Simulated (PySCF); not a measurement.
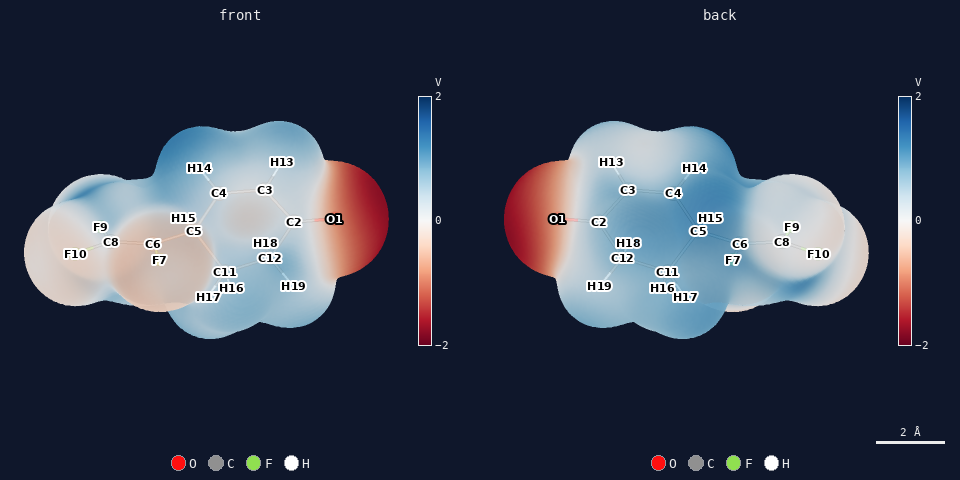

*C8H7F3O (SMILES O=C1C=C[C@H](C(F)=C(F)F)CC1). The electrostatic potential painted on the density surface at 0.002 e/bohr³, seen from the front and from behind; the colour scale runs from red (negative) to blue (positive).*

Geometry: PBE0-D3(BJ)/def2-SVP.

Level of theory: PySCF, PBE0/pcSseg-1, SCF density, gas phase, non-relativistic.

```xyz
19

O    -3.3157    0.9854    1.0771
C    -2.2468    0.5994    0.6587
C    -1.6763   -0.7027    1.0680
C    -0.4867   -1.1382    0.6274
C     0.4064   -0.3345   -0.2834
C     1.8443   -0.5687    0.0344
F     2.2312   -0.2194    1.2648
C     2.7551   -1.0673   -0.8009
F     2.4700   -1.4440   -2.0267
F     4.0166   -1.2467   -0.5108
C     0.0579    1.1573   -0.2160
C    -1.4399    1.3837   -0.3542
H    -2.2973   -1.3089    1.7329
H    -0.1289   -2.1310    0.9215
H     0.2496   -0.7005   -1.3151
H     0.4059    1.5469    0.7549
H     0.6090    1.7023   -0.9969
H    -1.7799    1.0509   -1.3528
H    -1.7149    2.4439   -0.2637
```

Where is the surface potential most negative and most positive?

The most negative region (about −1.7 V, or −39 kcal/mol for a unit charge) lies over O1, the most positive (about +1.3 V, or +30 kcal/mol for a unit charge) over C8, H14 and H15. O1 is the likeliest acceptor of a hydrogen bond.

How polar is the molecule by this calculation?

Its dipole moment is 2.53 D.
